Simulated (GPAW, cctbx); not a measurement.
## How far are the atoms of SnPW from free atoms?

Aim: compute the bonding part of the density of SnPW, find which reflections carry it, and see how it biases an ordinary refinement.

The cell comes from substitution in a known structure type and wasn't matched to any measured phase. All numbers below are calculated.

**1. Relax the structure**

The density hangs on the geometry, so cell and atoms are relaxed first, with the symmetry held. The cutoff is set higher than for the density because stress converges slowly with plane waves.

Settings: GPAW 26.7.0, PBE, 570 eV, 5×3×3 k-points (along the axes of the calculation cell), Fermi–Dirac width 0.1 eV, BFGS to 0.03 eV/Å.

```text
cell
1.0
     0.000000000    0.000000000    4.110000000
     6.950000000    0.000000000    0.000000000
    -3.475000000    6.018876556    0.000000000
W Sn P
3 3 3
Direct
0.500000000 0.000000000 0.245900000
0.500000000 0.245900000 0.000000000
0.500000000 0.754100000 0.754100000
0.000000000 0.000000000 0.577700000
0.000000000 0.577700000 0.000000000
0.000000000 0.422300000 0.422300000
0.000000000 0.000000000 0.000000000
0.500000000 0.333333333 0.666666667
0.500000000 0.666666667 0.333333333
```

```console
$ OMP_NUM_THREADS=1 mpirun -n 4 gpaw python run.py > gpaw.log
```

```text
BFGS:    0      -58.490566        1.612614
BFGS:    1      -58.573392        1.552921
BFGS:    2      -58.912908        1.082336
BFGS:    3      -58.964217        0.785386
...
BFGS:   16      -59.895705        0.136153
BFGS:   17      -59.899022        0.068421
BFGS:   18      -59.900229        0.028350
cell  3.4907 7.1341 7.1341  120.00 90.00 90.00
volume 153.857 A^3, largest force 0.028 eV/A, largest stress 0.05 GPa
```

The cell moved far, while the k-mesh and basis were chosen for the start, so the final shape may be somewhat biased.

After 18 steps the volume has changed by -10.5 % and the energy by -1.410 eV; the largest stress left is 0.05 GPa. It took 4.2 min on 4 cores of Intel(R) Xeon(R) Platinum 8488C (Sapphire Rapids) (shared host), peak memory 1.3 GiB.

Relaxed structure: P-62m (no. 189), a = 7.1341 Å, b = 7.1341 Å, c = 3.4907 Å, α = 90.00°, β = 90.00°, γ = 120.00°.

| atom | mult. | x | y | z |
| --- | --- | --- | --- | --- |
| W1 | 3 | 0 | 0.2553 | 1/2 |
| Sn1 | 3 | 0 | 0.6062 | 0 |
| P1 | 1 | 0 | 0 | 0 |
| P2 | 2 | 1/3 | 2/3 | 1/2 |

**2. The all-electron density**

X-rays see the whole electron density, so the PAW density is rebuilt with its core regions. Subtracting spherical free atoms from the same code cancels the cores and leaves the deformation density Δρ, the part due to bonding.

Settings: PBE, 450 eV, 7×4×4 k-points (along the axes of the calculation cell), Fermi–Dirac width 0.1 eV; primitive cell of 9 atoms.

```console
$ OMP_NUM_THREADS=1 mpirun -n 4 gpaw python run.py > gpaw.log
```

```text
|iter:   1|       0s |  -60.246691 | +0.34 |       |
|iter:   2|       2s |  -60.276841 | -1.23 | -1.38 |
|iter:   3|       3s |  -60.050159 | -1.33 | -1.41 |
...
|iter:   9|      12s |  -59.670544c| -6.17 | -3.94 |
|iter:  10|      13s |  -59.670546c| -7.03 | -4.48c|
|iter:  11|      14s |  -59.670546c| -7.49c| -5.15c|
```

```text
grid (36, 70, 70)  electrons 417.000  moved by bonding 1.673 e
deformation density beyond 0.5 A of the nuclei: max 0.090, min -0.120 e/A^3
atom        x       y       z   Voronoi charge  moment
W 1    0.5000  0.0000  0.2553      0.029       0.00
W 2    0.5000  0.2553  0.0000      0.029       0.00
W 3    0.5000  0.7447  0.7447      0.029       0.00
Sn4    0.0000  0.0000  0.6062      0.161       0.00
Sn5    0.0000  0.6062  0.0000      0.161       0.00
Sn6    0.0000  0.3938  0.3938      0.161       0.00
P 7    0.0000  0.0000  0.0000     -0.212       0.00
P 8    0.5000  0.3333  0.6667     -0.178       0.00
P 9    0.5000  0.6667  0.3333     -0.178       0.00
mean inner potential of superposed free atoms 26.771 V
total magnetic moment 0.000 muB
```

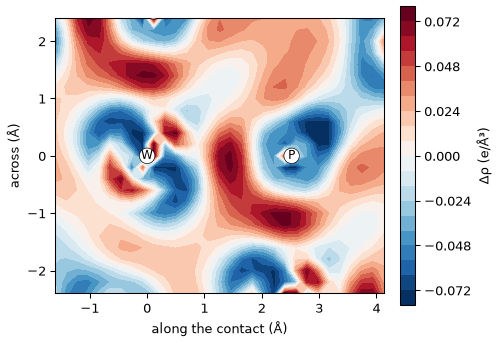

Deformation density in a plane through the shortest contact of the W atom at the origin; red gains electrons, blue loses them.

P gains most (-0.19 e) and Sn loses most (+0.16 e), in averages over each element's sites, which isn't the order of electronegativity: valence and coordination count too, and Voronoi cells cut space at the midplane whatever the atoms' sizes. Such charges fall far short of formal ones, since overlapping free atoms already put density on their neighbours. Along the shortest contact from the W atom at the map's origin, W–P at 2.52 Å, Δρ is +0.07 e/Å³ at the midpoint and highest, +0.08, 1.39 Å from W (points within 0.5 Å of a nucleus left out): a modest build-up. At the midpoints of other shortest contacts it is +0.01 (Sn–P, 2.80 Å), +0.03 (W–Sn, 3.02 Å) and +0.02 (W–W, 3.15 Å) e/Å³. Point values carry grid noise of about 0.01 e/Å³. The run needed 11 iterations, 25 s.

**3. From the density to structure factors**

The Fourier components of Δρ, added to those of the free atoms, give the static X-ray structure factors; the Mott–Bethe relation turns them into the Fourier components V of the potential that fast electrons feel.

```text
static structure factors of the conventional cell: F in electrons, V (Mott-Bethe) in volts
   h  k  l      d  |F| table  |F| free   |F| DFT   change   |V| free  |V| DFT  change %
   1  0  0  6.1783    39.252    39.226    39.353    0.127     1.468    1.324     -9.8
   1  1  0  3.5670   102.722   102.630   102.475   -0.155     2.526    2.601      3.0
   0  0  1  3.4907    80.603    80.492    80.964    0.472     2.362    2.191     -7.2
   2  0  0  3.0892     2.449     2.399     2.456    0.057     0.610    0.626      2.7
   1  0  1  3.0392    62.525    62.454    62.274   -0.180     1.424    1.473      3.5
   1  1  1  2.4949   218.030   217.885   217.592   -0.293     8.486    8.538      0.6
   2  1  0  2.3352   179.608   179.423   179.038   -0.385     6.465    6.528      1.0
   2  0  1  2.3134   138.825   138.770   138.662   -0.108     6.109    6.126      0.3
   3  0  0  2.0594   169.208   169.096   168.624   -0.471     7.130    7.189      0.8
   2  1  1  1.9409    94.660    94.452    94.151   -0.301     3.149    3.181      1.0
   2  2  0  1.7835    59.549    59.430    59.702    0.273     1.637    1.607     -1.9
   3  0  1  1.7737    11.383    11.277    11.176   -0.100     0.068    0.077     13.9
   0  0  2  1.7453   302.282   301.866   301.402   -0.464    10.448   10.490      0.4
   3  1  0  1.7136    78.489    78.411    78.257   -0.154     2.770    2.782      0.4
```

The largest X-ray change is +0.47 e on 001, 0.6 % of |F|. For electrons V goes as (Z − F)/g², so a change of F counts against Z − F, which is small at low angle and wherever the atoms' terms cancel: |V| of 100 moves by -9.8 % (1.47 to 1.32 V) against +0.3 % in |F|. The last three rows still change by up to 0.46 e; the table stops while the angles are still low. The tabulated Hartree–Fock atoms differ from the free DFT atoms by up to 0.42 e, so the choice of reference atom matters too.

**4. Which functional?**

The same geometry is run with other functionals, to see whether the bonding signal is larger than the spread between approximations. Free atoms are LDA for LDA and PBE otherwise. Any other changed setting is in the row's label.

```csv
run,ΔF 001 (e),ΔF 300 (e),ΔF 210 (e),q(P) (e),moved (e),time
PBE,+0.472,-0.471,-0.385,-0.189,1.673,25 s
LDA,+0.465,-0.474,-0.365,-0.175,1.575,22 s
RPBE,+0.483,-0.478,-0.386,-0.199,1.765,26 s
```

At the base's settings ΔF(001) spans +0.465 to +0.483 e, a spread of 4 % of the PBE value; over the three listed reflections the spread is at most 5 %, so sign and size hold across the functionals. Times are from shared hosts.

**5. Refining ordinary atoms against data with bonding**

Routine crystallography fits spherical atoms. To see the bias, intensities are simulated from tabulated atoms plus the DFT change ΔF, so that bonding alone can misfit (5142 reflections of the full sphere, merged to the counts below, to 0.5 Å, 0.5 % proportional noise plus counting noise, assumed isotropic U as listed, Δρ smeared by the mean U) and refined with cctbx over different ranges.

```csv
range,data,R1,GooF,U W1 (true 0.003),U Sn1 (true 0.0036),U P1 (true 0.0054),U P2 (true 0.0054),largest shift (Å),"Δρ max, min (e/Å³)"
all data,518,0.0030,0.98,0.0030,0.0036,0.0054,0.0055,0.0001,"0.31, -0.30"
"low resolution, d > 0.84",124,0.0024,1.10,0.0030,0.0036,0.0054,0.0055,0.0001,"0.16, -0.16"
"high order, d < 0.75",347,0.0035,0.95,0.0030,0.0036,0.0054,0.0055,0.0001,"0.30, -0.29"
"occupancies free, d > 0.7",202,0.0025,1.03,0.0030,0.0036,0.0051,0.0054,0.0001,"0.20, -0.20"
```

With all data GooF is 0.98, so at this noise the bonding hardly shows; the top residual peak, near noise level, lies 1.21 Å from Sn and 2.17 Å from W. No U is off by more than 3 s.u. at low resolution. With W1 held at 1 and the scale free, the other occupancies refine to Sn1 1.000(0.001), P1 0.993(0.007) and P2 0.993(0.005), within three s.u. of full.

**6. Answer**

Bonding moves 1.67 e in the primitive cell of SnPW and changes the structure factors of the conventional cell in the table above by at most 0.47 e (001, 0.6 %), and among reflections above 2 % of the strongest by up to 0.9 % (301). The shortest bond, W–P, has Δρ = +0.07 e/Å³ at its midpoint. At the base's settings ΔF(001) spans +0.465 to +0.483 e, a spread of 4 % of the PBE value; over the three listed reflections the spread is at most 5 %, so sign and size hold across the functionals. With all data GooF is 0.98, so at this noise the bonding hardly shows. Limits: static density, frozen cores, no spin–orbit coupling.

[Outputs are excerpts: Python notices, other lines and further rows are left out; steps that failed or that the build refused (PBEsol, TPSS) are not shown.]

[Logs are printed without paths, hosts, clocks, repeated set-up lines and the standing remarks that a program may print on its own settings, such as how far it seeks lower states.]
